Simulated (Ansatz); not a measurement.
# Dimethylphenylsulfonium iodide (C₈H₁₁IS): a spread of methods and bases

Aim: run dimethylphenylsulfonium iodide (C₈H₁₁IS) under a spread of inputs, and see what each costs and gives.

The runs use Ansatz 0.2.0, Gaussian basis; the settings change from run to run.

2 further runs of the same task are left out: 1 that didn't finish, 1 set aside as unsound or not needed.

### Step 1. The molecule

An earlier PBE0-D4/def2-SVP relaxation fixed the geometry. I takes a core potential in def2 sets; no spin-orbit term is included.

SMILES `C[S+](C)c1ccccc1.[I-]`, 21 atoms, charge 0, spin multiplicity 1.

Atoms are counted from 1 here; the program's logs count them from 0.

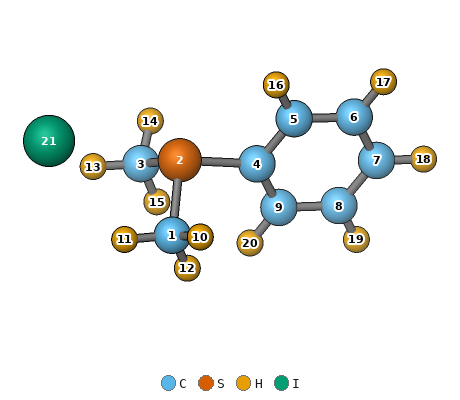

The structure; carbon blue, sulfur orange, hydrogen amber, iodine teal; atoms are numbered from 1 in the order of the file.

### Step 2. wB97X-V/def2-mTZVPP

in.yaml reads:

```yaml
crystal:
  periodic: [false, false, false]
  atoms:
    - {symbol: C, position_ang: [2.064312, 0.619587, 1.057011]}
    - {symbol: S, position_ang: [1.394192, -0.692934, 0.020048]}
    - {symbol: C, position_ang: [1.741291, -0.122612, -1.653385]}
    - {symbol: C, position_ang: [-0.375987, -0.275791, 0.118550]}
    - {symbol: C, position_ang: [-1.198505, -1.325426, 0.524962]}
    - {symbol: C, position_ang: [-2.573393, -1.118956, 0.636575]}
    - {symbol: C, position_ang: [-3.115665, 0.129236, 0.342216]}
    - {symbol: C, position_ang: [-2.286822, 1.175737, -0.066209]}
    - {symbol: C, position_ang: [-0.913585, 0.978327, -0.178035]}
    - {symbol: H, position_ang: [1.761752, 0.379652, 2.085319]}
    - {symbol: H, position_ang: [3.157167, 0.532498, 0.952241]}
    - {symbol: H, position_ang: [1.668449, 1.595268, 0.745803]}
    - {symbol: H, position_ang: [2.830338, -0.236418, -1.768651]}
    - {symbol: H, position_ang: [1.211250, -0.809485, -2.326267]}
    - {symbol: H, position_ang: [1.393957, 0.909618, -1.788467]}
    - {symbol: H, position_ang: [-0.762043, -2.301209, 0.754769]}
    - {symbol: H, position_ang: [-3.220057, -1.939219, 0.955898]}
    - {symbol: H, position_ang: [-4.192647, 0.290675, 0.428235]}
    - {symbol: H, position_ang: [-2.712855, 2.154700, -0.297653]}
    - {symbol: H, position_ang: [-0.277174, 1.806719, -0.498667]}
    - {symbol: I, position_ang: [4.406027, -1.749958, -0.044283]}
basis:
  gaussian: {orbitals: def2-mTZVPP}
hamiltonian: {xc: {name: wB97X-V}}
```

Started as:

```bash
$ ansatz run in.yaml --threads 4 --pin off --events-out ev --progress --plain --max-ram 9574MiB
```

The program printed:

```text
Functional definition: wB97X-V
  name "wB97X-V"
  cite "Mardirossian & Head-Gordon, Phys. Chem. Chem. Phys. 16, 9904 (2014) doi:10.1039/C3CP54374A"
  cite "Becke, J. Chem. Phys. 107, 8554 (1997) doi:10.1063/1.475007"
  cite "Vydrov & Van Voorhis, J. Chem. Phys. 133, 244103 (2010) doi:10.1063/1.3521275"
  parameter omega = 0.3/bohr
  parameter cx = 0.167
  parameter cx1 = 0.603
  parameter cx2 = 1.194
  parameter css0 = 0.556
  parameter css1 = -0.257
  parameter cos0 = 1.219
  parameter cos1 = -1.850
  parameter b = 6.0
  parameter c = 0.01
  exchange = spin_sum(e_x_unif_sr(omega)*poly(b97_u_x, 1 - cx, cx1, cx2)) + cx*exact_x_sr(omega) + exact_x_lr(omega)
  correlation = spin_sum(e_c_pw_same_spin*poly(b97_u_same, css0, css1))
      + integral(e_c_pw_opposite_spin*poly(b97_u_opposite, cos0, cos1)) + vv10(b, c)
2696 factors; their error is unknown
581 factors; integrals over basis functions are off by at most 1.7e-5 eV
mean field evaluation 1: about -27400.4503 eV, gradient 5.2e1 eV
mean field evaluation 2: about -27403.7874 eV, gradient 3.7e1 eV
mean field evaluation 4: about -27406.8488 eV, gradient 2.0e0 eV
mean field evaluation 8: about -27406.8634 eV, gradient 4.0e-2 eV
mean field evaluation 16: about -27407.0588 eV, gradient 5.8e-4 eV
mean field -27407.05884032 eV, -1007.1908352100 hartree, gradient 6.6e-5 eV, S^2 0.000000; 0 other end points of the search recorded, 0 dependent functions left out
reference -27407.05883785 eV, -1007.1908351194 hartree; 50, 50 occupied and 220, 220 virtual orbitals, 2696 factors
Total energy: -27407.05883785 eV, -1007.1908351194 hartree
```

Run time: 20 s. Hardware: 4 threads of Arm Neoverse V2, shared host; peak memory 1.4 GiB.

### Step 3. B2PLYP/def2-SVPD

Options: finite nuclei.

Edit in.yaml of step 2 so:

```diff
@@ -25,3 +25,4 @@
 basis:
-  gaussian: {orbitals: def2-mTZVPP}
-hamiltonian: {xc: {name: wB97X-V}}
+  gaussian: {orbitals: def2-SVPD, nuclear_model: gaussian}
+hamiltonian: {xc: {name: B2PLYP}}
+scf: {omitted_lower_state_checks: [starts]}
```

Same command.

The program printed (excerpt; [...] marks lines left out):

```text
Functional definition: B2PLYP
  name "B2PLYP"
  cite "Grimme, J. Chem. Phys. 124, 034108 (2006) doi:10.1063/1.2148954"
  cite "Becke, Phys. Rev. A 38, 3098 (1988) doi:10.1103/PhysRevA.38.3098"
  cite "Lee, Yang & Parr, Phys. Rev. B 37, 785 (1988) doi:10.1103/PhysRevB.37.785"
[...]
3172 factors; integrals over basis functions are off by at most 1.1e-3 eV
[...]
mean field -27368.43288240 eV, -1005.7713574380 hartree, gradient 6.6e-6 eV, S^2 0.000000; 0 other end points of the search recorded, 0 dependent functions left out
17 core orbitals not correlated: weight in the atoms' cores, before any rotation towards them, 1.000 or more for the frozen orbitals, at most 0.000 for the correlated occupied ones
reference -27368.43312407 eV, -1005.7713663193 hartree; 33, 33 occupied and 260, 260 virtual orbitals, 3172 factors
second order -47.37391134 eV of doubles, -0.00000000 eV of singles
Total energy: -27381.22408013 eV, -1006.2414252845 hartree
Checks for a lower state left out: starts
```

Wall time 27 s (4 threads of Arm Neoverse V2, shared host); peak memory 1.9 GiB.

### Step 4. rPW86-PBE/def2-TZVP

This run has multiplicity 3, D3(BJ) dispersion, the search for lower states set to off.

Edit in.yaml of step 3 so:

```diff
@@ -25,4 +25,5 @@
 basis:
-  gaussian: {orbitals: def2-SVPD, nuclear_model: gaussian}
-hamiltonian: {xc: {name: B2PLYP}}
-scf: {omitted_lower_state_checks: [starts]}
+  gaussian: {orbitals: def2-TZVP}
+magnetization: {spin_polarized: true, initial_magnetization: 2}
+hamiltonian: {xc: {name: rPW86-PBE}, dispersion: d3bj}
+scf: {lower_state_search: off}
```

Launched as before.

The program printed (excerpt; [...] marks lines left out):

```text
Functional definition: rPW86-PBE
  name "rPW86-PBE"
  cite "Murray, Lee & Langreth, J. Chem. Theory Comput. 5, 2754 (2009) doi:10.1021/ct900365q"
  cite "Perdew, Burke & Ernzerhof, Phys. Rev. Lett. 77, 3865 (1996) doi:10.1103/PhysRevLett.77.3865"
  parent pbe
[...]
2552 factors; their error is unknown
[...]
mean field -27447.63436563 eV, -1008.6819582623 hartree, gradient 2.4e-6 eV, S^2 2.008201; 0 other end points of the search recorded, 0 dependent functions left out
reference -27447.63451907 eV, -1008.6819639010 hartree; 51, 49 occupied and 350, 352 virtual orbitals, 2552 factors
Total energy: -27448.38629681 eV, -1008.7095912235 hartree
Checks for a lower state left out: stability, starts, cluster_reference, orbital_swaps, neighbouring_geometries, increment
```

Wall time 31 s (4 threads of Arm Neoverse V2, shared host); peak memory 1.1 GiB.

⟨S²⟩ 2.008.

### Step 5. B3LYP5/def2-mTZVPP

This run has density fitting with def2-universal-jkfit, a point charge of 1.00 e beside it, high accuracy.

Edit in.yaml of step 4 so:

```diff
@@ -25,5 +25,6 @@
 basis:
-  gaussian: {orbitals: def2-TZVP}
-magnetization: {spin_polarized: true, initial_magnetization: 2}
-hamiltonian: {xc: {name: rPW86-PBE}, dispersion: d3bj}
-scf: {lower_state_search: off}
+  gaussian: {orbitals: def2-mTZVPP, fitting: {mean_field: def2-universal-jkfit}, point_charges: [{charge: 1.00, position_ang: [7.692, -0.996, 0.735]}]}
+hamiltonian: {xc: {name: B3LYP5}}
+accuracy: high
+scf: {omitted_lower_state_checks: [starts]}
+output: {forces: true}
```

Launched as before.

The program printed (excerpt; [...] marks lines left out):

```text
Functional definition: B3LYP5
  name "B3LYP5"
  cite "Stephens, Devlin, Chabalowski & Frisch, J. Phys. Chem. 98, 11623 (1994) doi:10.1021/j100096a001"
  cite "Becke, Phys. Rev. A 38, 3098 (1988) doi:10.1103/PhysRevA.38.3098"
  cite "Lee, Yang & Parr, Phys. Rev. B 37, 785 (1988) doi:10.1103/PhysRevB.37.785"
  cite "Vosko, Wilk & Nusair, Can. J. Phys. 58, 1200 (1980) doi:10.1139/p80-159"
[...]
1144 factors; integrals over basis functions are off by at most 2.2e-1 eV
[...]
mean field -27406.30232173 eV, -1007.1630336646 hartree, gradient 1.3e-8 eV, S^2 0.000000; 0 other end points of the search recorded, 0 dependent functions left out
[...]
reference -27406.30237761 eV, -1007.1630357183 hartree; 50, 50 occupied and 220, 220 virtual orbitals, 1144 factors
Total energy: -27406.30237761 eV, -1007.1630357183 hartree
[...]
Atom 12 at     2.830338    -0.236418    -1.768651 Å, force    -0.424438     0.158010    -0.141590 eV/Å
Atom 13 at     1.211250    -0.809485    -2.326267 Å, force     0.138073     0.199480     0.137274 eV/Å
Atom 14 at     1.393957     0.909618    -1.788467 Å, force     0.146716    -0.303711     0.004290 eV/Å
Atom 15 at    -0.762043    -2.301209     0.754769 Å, force    -0.179281     0.260874    -0.060981 eV/Å
Atom 16 at    -3.220057    -1.939219     0.955898 Å, force     0.190755     0.232249    -0.094200 eV/Å
Atom 17 at    -4.192647     0.290675     0.428235 Å, force     0.309860    -0.045664    -0.022456 eV/Å
Atom 18 at    -2.712855     2.154700    -0.297653 Å, force     0.134036    -0.281684     0.062422 eV/Å
Atom 19 at    -0.277174     1.806719    -0.498667 Å, force    -0.219703    -0.219675     0.092110 eV/Å
Atom 20 at     4.406027    -1.749958    -0.044283 Å, force     1.736348    -0.086996     0.296312 eV/Å
Dipole moment:    -3.487472     1.310833    -0.132317 e Å
Checks for a lower state left out: starts
```

Wall time 15 s (4 threads of Arm Neoverse V2, shared host); peak memory 0.85 GiB.

Largest force 1.764 eV/Å, dipole 17.91 D.

### Step 6. All runs side by side

| level | charge | multiplicity | geometry | functions | energy (eV) | time |
| --- | --- | --- | --- | --- | --- | --- |
| wB97X-V/def2-mTZVPP | 0 | 1 | relaxed | 270 | -27407.059 | 20 s |
| B2PLYP/def2-SVPD | 0 | 1 | relaxed | 310 | -27381.224 | 27 s |
| rPW86-PBE/def2-TZVP | 0 | 3 | relaxed | 401 | -27448.386 | 31 s |
| B3LYP5/def2-mTZVPP | 0 | 1 | relaxed, point charge | 270 | -27406.302 | 15 s |

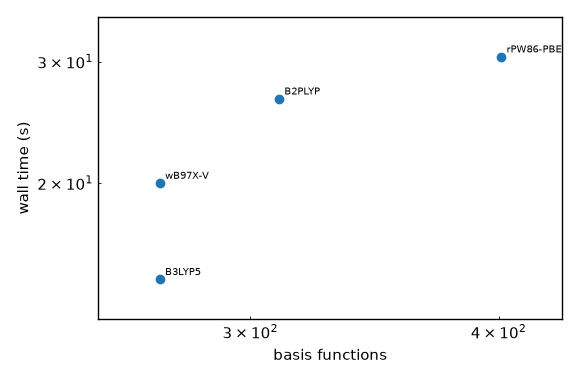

Wall time against the number of basis functions (shared host).

### Step 7. Summary of results

| quantity | value |
| --- | --- |
| runs | 4 |
| quickest | B3LYP5/def2-mTZVPP, 15 s |
| slowest | rPW86-PBE/def2-TZVP, 31 s |
| spread of total energies, same state and geometry | 25.8 eV |

What this shows: Run time spans a factor of 2, from B3LYP5/def2-mTZVPP to rPW86-PBE/def2-TZVP. The jobs differ in tasks and options as well as level. Total energies at one charge and spin differ by 26 eV between levels, so only differences within one level mean anything.
